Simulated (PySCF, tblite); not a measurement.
# C₄H₁₀SSi₂: a rotation path, then NMR shifts on frames, part 2 of 2

tblite 0.8.0 and PySCF 2.14.0. Atoms count from 0. The steps go on from the part before.

### Step 5. NMR shieldings: image 5, PBE0/pcSseg-1

The job: settings as JSON, then the geometry in Å.

```
{"job": {"kind": "nmr", "xc": "PBE0", "basis": "pcSseg-1", "pop": false}, "charge": 0, "multiplicity": 1}
C     -2.285900     0.934300    -0.284200
C     -2.422400    -0.508600     0.042300
S     -3.884700    -1.184000     0.273700
Si    -0.854100    -1.585900     0.197800
C      0.594400    -0.442300    -0.167900
C      1.638900    -0.244800     0.634200
Si     3.077900     0.928900     0.320500
H     -1.680900     1.051400    -1.183100
H     -3.252600     1.412600    -0.428800
H     -1.752700     1.434800     0.526200
H     -0.795000    -2.109200     1.563200
H     -0.960000    -2.665300    -0.787400
H      0.563700     0.113800    -1.099800
H      1.670200    -0.802900     1.563900
H      2.827600     1.725800    -0.882200
H      4.301500     0.138500     0.170400
H      3.207000     1.815100     1.479600
```

Method: GIAO PBE0/pcSseg-1 NMR shielding, non-relativistic, gas phase.

What it wrote:

```text
coarse grid: 15416 points
cycle   1  E = -1134.8377854003  dE =  4.573e-01  |g| = 3.927e-01  |ddm| = 3.793e+00
cycle   2  E = -1134.8074171507  dE =  3.037e-02  |g| = 5.250e-01  |ddm| = 9.215e-01
cycle   3  E = -1134.8763580278  dE = -6.894e-02  |g| = 1.495e-01  |ddm| = 6.205e-01
cycle   4  E = -1134.8819731335  dE = -5.615e-03  |g| = 4.487e-02  |ddm| = 1.878e-01
cycle   5  E = -1134.8825232881  dE = -5.502e-04  |g| = 1.041e-02  |ddm| = 6.302e-02
cycle   6  E = -1134.8825554915  dE = -3.220e-05  |g| = 3.049e-03  |ddm| = 1.610e-02
cycle   7  E = -1134.8825572692  dE = -1.778e-06  |g| = 1.454e-03  |ddm| = 3.621e-03
final grid: 134152 points
cycle   8  E = -1134.9263812818  dE = -1.363e-05  |g| = 1.023e-02  |ddm| = 2.688e-02
cycle   9  E = -1134.9263080617  dE =  7.322e-05  |g| = 1.895e-02  |ddm| = 2.849e-02
cycle  10  E = -1134.9264072026  dE = -9.914e-05  |g| = 2.786e-03  |ddm| = 2.134e-02
cycle  11  E = -1134.9264093148  dE = -2.112e-06  |g| = 4.097e-04  |ddm| = 2.867e-03
cycle  12  E = -1134.9264093494  dE = -3.456e-08  |g| = 1.866e-04  |ddm| = 4.417e-04
cycle  13  E = -1134.9264093580  dE = -8.572e-09  |g| = 3.736e-05  |ddm| = 1.855e-04
cycle  14  E = -1134.9264093584  dE = -4.152e-10  |g| = 1.011e-05  |ddm| = 6.295e-05
converged SCF energy = -1134.9264093584

GIAO shielding tensors (ppm)
atom      isotropic    diamagn.    paramagn.     s11        s22        s33       span
  0 C      130.920     249.062    -118.142     96.230    124.785    171.746     75.516
  1 C     -141.551     260.891    -402.442   -339.898   -247.338    162.583    502.481
  2 S     -892.630    1054.884   -1947.514  -2705.242   -598.477    625.830   3331.073
  3 Si     404.711     881.607    -476.896    353.226    398.520    462.387    109.161
  4 C       29.559     262.656    -233.097    -95.797     20.240    164.235    260.032
  5 C       30.697     258.349    -227.653    -93.165     13.957    171.297    264.462
  6 Si     420.603     879.827    -459.224    372.934    423.943    464.932     91.999
  7 H       27.928      31.763      -3.835     24.572     29.127     30.086      5.514
  8 H       28.270      30.104      -1.834     25.726     27.621     31.464      5.738
  9 H       28.273      31.483      -3.211     24.872     29.520     30.425      5.553
 10 H       27.239      30.066      -2.828     23.928     27.139     30.649      6.720
 11 H       27.034      29.277      -2.242     23.953     26.193     30.957      7.004
 12 H       24.134      35.534     -11.401     19.844     24.841     27.717      7.874
 13 H       24.586      32.834      -8.248     21.268     24.055     28.435      7.167
 14 H       27.552      29.013      -1.461     24.675     26.537     31.444      6.769
 15 H       27.360      27.865      -0.505     24.484     25.481     32.115      7.632
 16 H       27.360      28.457      -1.096     24.605     25.541     31.935      7.331
```

Wall time 28 s (1 thread of Arm Neoverse V1, shared host); peak memory 0.92 GiB.

In short: δ C1 328.5, C4 157.4, C5 156.2, C0 56.0, H12 7.58, H13 7.13 ppm.

### Step 6. Shielding tensors: image 6, PBE0/pcSseg-1

The job: settings as JSON, then the geometry in Å.

```
{"job": {"kind": "nmr", "xc": "PBE0", "basis": "pcSseg-1", "pop": false}, "charge": 0, "multiplicity": 1}
C     -2.331700     0.895900    -0.416900
C     -2.416300    -0.481200     0.134500
S     -3.823500    -1.077000     0.693400
Si    -0.846200    -1.565200     0.178200
C      0.596500    -0.399300    -0.139200
C      1.662400    -0.266200     0.648000
Si     3.098500     0.923600     0.387700
H     -1.885800     0.866900    -1.411300
H     -3.307800     1.374500    -0.467100
H     -1.670200     1.491400     0.215100
H     -0.758000    -2.198900     1.492400
H     -0.981600    -2.559000    -0.892300
H      0.544500     0.225400    -1.025500
H      1.715300    -0.892300     1.532200
H      2.822600     1.807700    -0.746500
H      4.315300     0.143800     0.150600
H      3.259200     1.721900     1.605200
```

Level: GIAO PBE0/pcSseg-1 NMR shielding, non-relativistic, gas phase.

What it wrote:

```text
coarse grid: 15416 points
cycle   1  E = -1134.8385157113  dE =  4.566e-01  |g| = 3.925e-01  |ddm| = 3.793e+00
cycle   2  E = -1134.8080296870  dE =  3.049e-02  |g| = 5.250e-01  |ddm| = 9.244e-01
cycle   3  E = -1134.8770625564  dE = -6.903e-02  |g| = 1.495e-01  |ddm| = 6.227e-01
cycle   4  E = -1134.8826824353  dE = -5.620e-03  |g| = 4.477e-02  |ddm| = 1.876e-01
cycle   5  E = -1134.8832293623  dE = -5.469e-04  |g| = 1.037e-02  |ddm| = 6.256e-02
cycle   6  E = -1134.8832614988  dE = -3.214e-05  |g| = 2.980e-03  |ddm| = 1.608e-02
cycle   7  E = -1134.8832631944  dE = -1.696e-06  |g| = 1.425e-03  |ddm| = 3.562e-03
final grid: 134152 points
cycle   8  E = -1134.9265837839  dE = -1.195e-05  |g| = 1.048e-02  |ddm| = 2.509e-02
cycle   9  E = -1134.9265061682  dE =  7.762e-05  |g| = 1.951e-02  |ddm| = 2.921e-02
cycle  10  E = -1134.9266111345  dE = -1.050e-04  |g| = 2.810e-03  |ddm| = 2.181e-02
cycle  11  E = -1134.9266132783  dE = -2.144e-06  |g| = 4.223e-04  |ddm| = 2.898e-03
cycle  12  E = -1134.9266133148  dE = -3.650e-08  |g| = 1.887e-04  |ddm| = 4.415e-04
cycle  13  E = -1134.9266133236  dE = -8.783e-09  |g| = 3.775e-05  |ddm| = 1.898e-04
cycle  14  E = -1134.9266133240  dE = -4.156e-10  |g| = 1.065e-05  |ddm| = 6.280e-05
converged SCF energy = -1134.9266133240

GIAO shielding tensors (ppm)
atom      isotropic    diamagn.    paramagn.     s11        s22        s33       span
  0 C      131.605     249.097    -117.492     97.414    125.198    172.205     74.791
  1 C     -140.740     261.035    -401.776   -338.861   -245.705    162.346    501.207
  2 S     -889.545    1055.012   -1944.556  -2696.452   -588.772    616.590   3313.041
  3 Si     401.991     881.725    -479.734    338.040    411.088    456.846    118.806
  4 C       29.821     262.677    -232.856    -94.966     21.198    163.231    258.197
  5 C       30.588     258.236    -227.647    -93.576     13.624    171.716    265.292
  6 Si     420.615     879.797    -459.182    373.006    423.782    465.058     92.053
  7 H       27.903      31.257      -3.354     24.938     28.890     29.882      4.944
  8 H       28.272      30.045      -1.773     25.734     27.620     31.463      5.729
  9 H       28.255      31.731      -3.476     24.694     29.910     30.159      5.466
 10 H       27.266      30.146      -2.880     23.721     27.404     30.673      6.953
 11 H       26.950      29.239      -2.289     24.262     25.818     30.772      6.510
 12 H       24.061      35.792     -11.732     19.834     24.481     27.867      8.033
 13 H       24.617      32.718      -8.101     21.368     23.922     28.562      7.193
 14 H       27.562      29.009      -1.447     24.638     26.591     31.457      6.820
 15 H       27.370      27.866      -0.496     24.511     25.487     32.113      7.602
 16 H       27.385      28.400      -1.015     24.598     25.576     31.982      7.384
```

Wall time 28 s (1 thread of Arm Neoverse V1, shared host); peak memory 0.92 GiB.

In short: δ C1 327.7, C4 157.1, C5 156.3, C0 55.3, H12 7.66, H13 7.10 ppm.

### Step 7. NMR shieldings: image 8, PBE0/pcSseg-1

The job: settings as JSON, then the geometry in Å.

```
{"job": {"kind": "nmr", "xc": "PBE0", "basis": "pcSseg-1", "pop": false}, "charge": 0, "multiplicity": 1}
C     -2.567200     0.770300    -0.638200
C     -2.375900    -0.388100     0.273900
S     -3.488400    -0.745300     1.408300
Si    -0.811700    -1.462800     0.096300
C      0.656100    -0.296400    -0.071300
C      1.725800    -0.280700     0.722100
Si     3.204300     0.871100     0.532800
H     -2.442800     0.456100    -1.675000
H     -3.547400     1.225700    -0.507900
H     -1.797900     1.517400    -0.433500
H     -0.702600    -2.324300     1.268300
H     -0.984700    -2.234000    -1.141800
H      0.627200     0.413600    -0.891900
H      1.759700    -0.990800     1.541100
H      2.917700     1.845100    -0.522100
H      4.381700     0.077000     0.173100
H      3.439100     1.558000     1.804300
```

Method: GIAO PBE0/pcSseg-1 NMR shielding, non-relativistic, gas phase.

What it wrote:

```text
coarse grid: 15416 points
cycle   1  E = -1134.8399394942  dE =  4.507e-01  |g| = 3.909e-01  |ddm| = 3.793e+00
cycle   2  E = -1134.8089426162  dE =  3.100e-02  |g| = 5.250e-01  |ddm| = 9.291e-01
cycle   3  E = -1134.8783017448  dE = -6.936e-02  |g| = 1.479e-01  |ddm| = 6.293e-01
cycle   4  E = -1134.8838025354  dE = -5.501e-03  |g| = 4.451e-02  |ddm| = 1.852e-01
cycle   5  E = -1134.8843403525  dE = -5.378e-04  |g| = 1.040e-02  |ddm| = 6.067e-02
cycle   6  E = -1134.8843730239  dE = -3.267e-05  |g| = 2.865e-03  |ddm| = 1.598e-02
cycle   7  E = -1134.8843745916  dE = -1.568e-06  |g| = 1.371e-03  |ddm| = 3.452e-03
final grid: 134152 points
cycle   8  E = -1134.9274712705  dE = -1.095e-05  |g| = 1.042e-02  |ddm| = 2.378e-02
cycle   9  E = -1134.9273943315  dE =  7.694e-05  |g| = 1.942e-02  |ddm| = 2.909e-02
cycle  10  E = -1134.9274984825  dE = -1.042e-04  |g| = 2.730e-03  |ddm| = 2.158e-02
cycle  11  E = -1134.9275005146  dE = -2.032e-06  |g| = 3.985e-04  |ddm| = 2.824e-03
cycle  12  E = -1134.9275005464  dE = -3.179e-08  |g| = 1.814e-04  |ddm| = 4.082e-04
cycle  13  E = -1134.9275005545  dE = -8.153e-09  |g| = 3.680e-05  |ddm| = 1.802e-04
cycle  14  E = -1134.9275005549  dE = -3.970e-10  |g| = 1.019e-05  |ddm| = 5.887e-05
converged SCF energy = -1134.9275005549

GIAO shielding tensors (ppm)
atom      isotropic    diamagn.    paramagn.     s11        s22        s33       span
  0 C      135.327     249.034    -113.707    101.863    127.336    176.783     74.920
  1 C     -138.409     261.685    -400.094   -338.277   -240.415    163.463    501.740
  2 S     -916.107    1055.665   -1971.772  -2747.807   -565.093    564.578   3312.385
  3 Si     386.746     882.015    -495.269    311.815    404.484    443.938    132.123
  4 C       31.372     262.762    -231.390    -91.374     23.363    162.127    253.501
  5 C       30.417     258.016    -227.599    -94.218     13.415    172.055    266.273
  6 Si     419.009     879.735    -460.726    370.084    422.158    464.784     94.701
  7 H       27.877      30.061      -2.184     25.131     28.525     29.975      4.844
  8 H       28.275      29.833      -1.558     25.773     27.551     31.502      5.729
  9 H       28.250      31.677      -3.427     24.839     29.503     30.408      5.569
 10 H       27.208      30.371      -3.163     23.829     27.167     30.628      6.799
 11 H       26.628      29.600      -2.972     24.281     25.626     29.977      5.695
 12 H       24.234      35.770     -11.536     20.261     23.926     28.513      8.251
 13 H       24.631      32.626      -7.995     21.405     23.902     28.585      7.181
 14 H       27.636      29.001      -1.365     24.636     26.809     31.462      6.826
 15 H       27.392      27.868      -0.476     24.611     25.458     32.106      7.495
 16 H       27.410      28.280      -0.870     24.533     25.603     32.093      7.560
```

Wall time 28 s (1 thread of Arm Neoverse V1, shared host); peak memory 0.92 GiB.

In short: δ C1 325.3, C5 156.5, C4 155.6, C0 51.6, H12 7.48, H13 7.09 ppm.

### Step 8. Comparing the runs: NMR shifts

Shifts (ppm) of some atoms, chosen among heavy atoms and hydrogens apart, with basis size and wall time:

```
  frame     C1     C4    C0   H12   H10    S2    Si3  functions  time
image 0  327.3  156.8  52.1  7.04  5.13  1449  -37.0        190  28 s
image 2  328.2  157.3  52.6  7.22  4.87  1459  -38.7        190  28 s
image 5  328.5  157.4  56.0  7.58  4.48  1396  -55.6        190  28 s
image 6  327.7  157.1  55.3  7.66  4.45  1393  -52.8        190  28 s
image 8  325.3  155.6  51.6  7.48  4.51  1420  -37.6        190  28 s
```

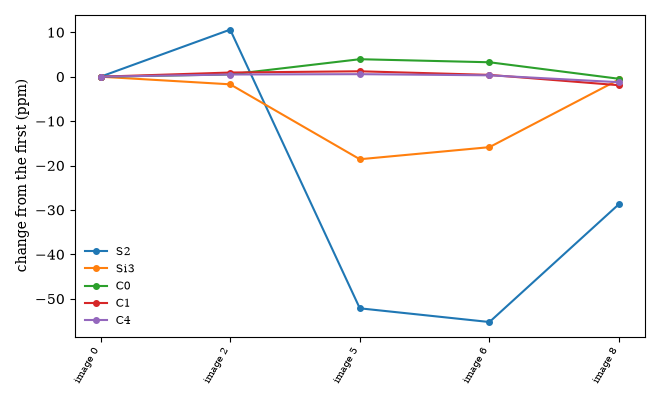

How five of the tabulated atoms move from run to run.

### Step 9. Outcome

This closing draws on all 2 parts.

| quantity | value |
| --- | --- |
| barrier | 0.024 eV (0.6 kcal/mol) at image 5 |
| end to end (GFN2-xTB) | 0.006 eV |
| ¹³C shifts against TMS (PBE0/pcSseg-1, image 0) | 327.3, 157.4, 156.8, 52.1 ppm |
| ¹H shifts against TMS (PBE0/pcSseg-1, image 0) | 7.20, 7.04, 5.13, 4.69, 4.33, 4.31, 4.01, 3.76, 3.51, 3.39 ppm |
| ³³S shifts against CS2 (PBE0/pcSseg-1, image 0) | 1449 ppm |
| ²⁹Si shifts against TMS (PBE0/pcSseg-1, image 0) | -37.0, -70.8 ppm |
| range of the shift of S2 | 1393 to 1459 ppm |

In words: Along the band the dihedral turns by 120°, and the top (dihedral -1°) lies 0.6 kcal/mol above the start (GFN2-xTB, rough), so at room temperature this motion is fast. Ends this close can change order at a higher level. The top was not checked by a frequency run. Shifts at one fixed geometry are not the observed spectrum, which averages over the motion. In the first frame run (image 0): The largest span, 3384 ppm, is at S2, where the paramagnetic term is -2001 ppm. Across the 5 runs the shift of S2 moves most, between 1393 (image 6) and 1459 ppm (image 2).
